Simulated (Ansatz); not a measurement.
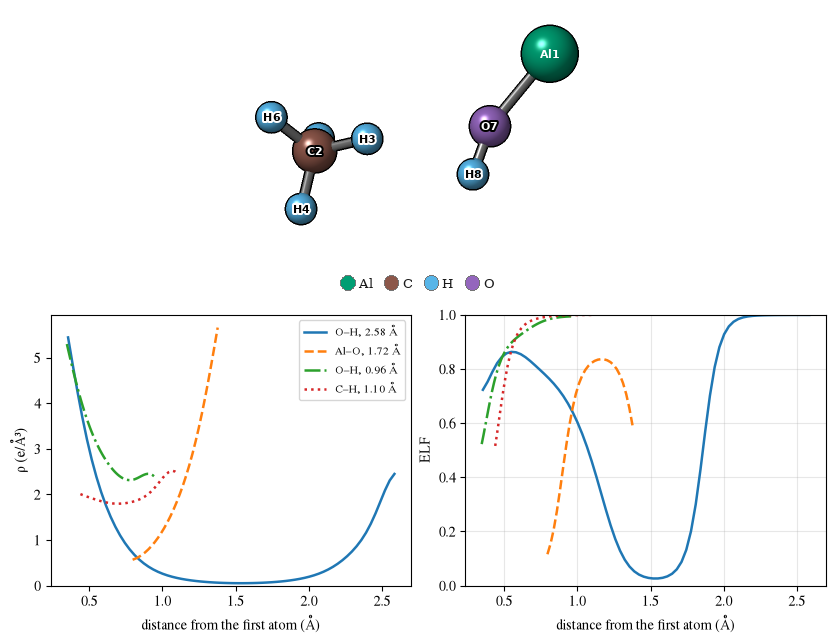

Figure. AlHO···CH₄. Electron density and electron localisation function along straight lines between neighbouring atoms. The curves leave out the atomic cores. The structure is drawn too.

Computed with RKS PBE0/cc-pVDZ in Ansatz.

Input file:

```
crystal:
  periodic: [false, false, false]
  atoms:
    - { symbol: Al, position_ang: [-0.410964, 1.094778, -0.683882] }
    - { symbol: C, position_ang: [1.4635, -0.092407, 1.586737] }
    - { symbol: H, position_ang: [0.436058, -0.444296, 1.763562] }
    - { symbol: H, position_ang: [2.163954, -0.69462, 2.183734] }
    - { symbol: H, position_ang: [1.548364, 0.966138, 1.873058] }
    - { symbol: H, position_ang: [1.713401, -0.202115, 0.515304] }
    - { symbol: O, position_ang: [-1.416564, -0.288076, -0.522646] }
    - { symbol: H, position_ang: [-1.719649, -1.186101, -0.391368] }
basis:
  gaussian: { orbitals: cc-pVDZ }
hamiltonian:
  xc: pbe0
relax:
  f_tol: 0.03
  max_steps: 50
output:
  orbitals: {}
```

Run with:

```sh
ansatz run input.yaml --threads 2 --pin off --max-ram 3072MiB --backend cpu --events-out ev --progress --plain --runs-dir out
```

The fields are those of the run's last geometry, not of the input's.

Compare the contacts.

O7···H3 (2.58 Å): the density falls to about 0.05 e/Å³ on the way; the ELF dips to about 0 between them; a weak contact between the two molecules.
Al–O (1.72 Å): ρ at the midpoint is about 0.68 e/Å³; the ELF peaks at about 0.85 in the valence shell of O, 0.6 Å from its nucleus, and is about 0.25 at the midpoint.
O–H (0.96 Å): ρ at the midpoint is about 3.7 e/Å³; the ELF climbs to about 1 towards the hydrogen, as it does in any bond to H; an ordinary covalent bond to hydrogen.
C–H (1.10 Å): ρ at the midpoint is about 1.9 e/Å³; the ELF climbs to about 1 towards the hydrogen; an ordinary covalent bond to hydrogen.
